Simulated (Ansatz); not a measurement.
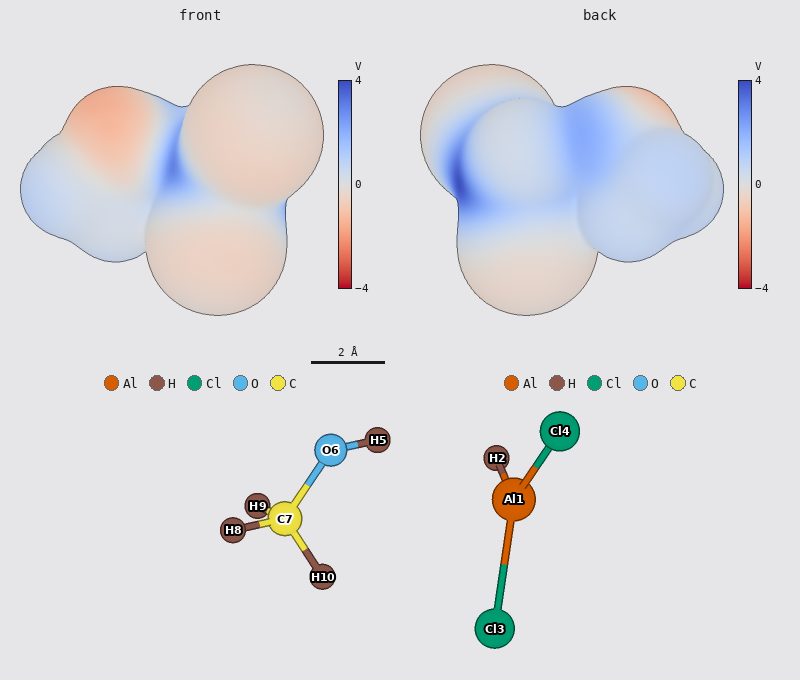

Figure 1: AlCl₂H···CH₄O. The molecular electrostatic potential painted on the density surface at 0.002 e/bohr³, seen from the front and from behind; red is negative and blue positive. The bare structure is drawn below in the same view.

Not at a stationary point (largest force 0.7 eV/Å).

Theory: RKS PBE0-D4/def2-SVP in Ansatz 0.2.0.

```xyz
10

Al   -2.1333    0.2559   -0.2987
H    -1.6687   -0.8443    0.6718
Cl   -1.5870    0.1543   -2.3256
Cl   -3.3553    1.8390    0.3230
H     0.1485   -0.4300    1.1612
O     0.7664    0.2842    0.9455
C     1.7434   -0.2247    0.0644
H     2.4222    0.6021   -0.1886
H     2.3514   -1.0262    0.5278
H     1.3124   -0.6104   -0.8809
```

Q: Which sites attract a positive test charge, and which a negative one?

A: A positive charge is drawn to the negative regions and a negative charge to the positive ones. The most negative region (about −1.4 V) lies over O6, the most positive (about +3.6 V) over Al1. O6 is the likeliest acceptor of a hydrogen bond.
